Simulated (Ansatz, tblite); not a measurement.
Bond stretch in AsH (cation, charge +1), lowest doublet found (which spin is the ground state isn't settled by this scan).

- UCCSDT(Q) = CCSDT(Q) on UHF/aug-cc-pVTZ, cores with 3d frozen in Ansatz (an electronic-structure program)
- GFN2-xTB, 300 K electronic temperature (tblite)
- UCCSD = CCSD on UHF/aug-cc-pVTZ, cores with 3d frozen (Ansatz)
- ROCCSD(T) = CCSD(T) on ROHF/aug-cc-pVTZ, cores with 3d frozen (Ansatz)

Energies are in kJ/mol, each relative to the lowest point of its own curve between 1.24 and 1.90 Å, where full CI is lowest.

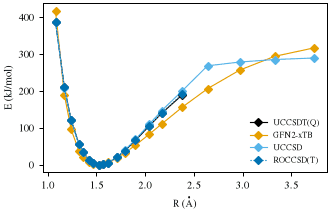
Energy against bond length for each method.

```csv
R / Å,UCCSDT(Q),GFN2-xTB,UCCSD,ROCCSD(T)
1.08,387.6,416.3,386.3,387.3
1.17,210.0,190.1,208.9,209.8
1.24,120.8,95.6,119.8,120.6
1.32,55.8,37.1,55.1,55.7
1.36,34.6,20.5,34.0,34.5
1.42,13.6,6.0,13.1,13.5
1.46,5.4,1.4,5.1,5.4
1.53,0.0,0.0,0.0,0.0
1.57,0.9,1.9,1.1,1.0
1.62,5.2,6.4,5.7,5.3
1.71,19.7,18.3,20.6,19.9
1.79,37.4,31.7,38.9,37.7
1.90,65.8,52.7,68.2,66.3
2.04,104.5,82.0,109.0,105.2
2.17,139.4,110.4,146.7,140.4
2.38,189.0,155.6,200.0,190.6
2.64,—,205.9,268.0,—
2.97,—,256.4,278.2,—
3.33,—,293.7,285.0,—
3.73,—,316.4,289.2,—
```

At the longest distance, 3.73 Å, GFN2-xTB lies highest above its minimum (316.4 kJ/mol) and UCCSD lowest (289.2 kJ/mol).

A dash means that the run gave no value there, or that the column was ended at a point which the program doubted or which failed a test of continuity chosen for this set; such a test can also cut sound points.

The scan ran from 1.08 to 5.05 Å; beyond the distances shown full CI changes its symmetry label. The unrestricted determinant behind UCCSDT(Q), UCCSD is spin-contaminated at 2.04 to 3.73 Å (<S²> up to 1.8, against 0.75 for a pure doublet). The T1 diagnostic of CCSD on the restricted reference of ROCCSD(T) exceeds 0.045 at 2.64 Å.
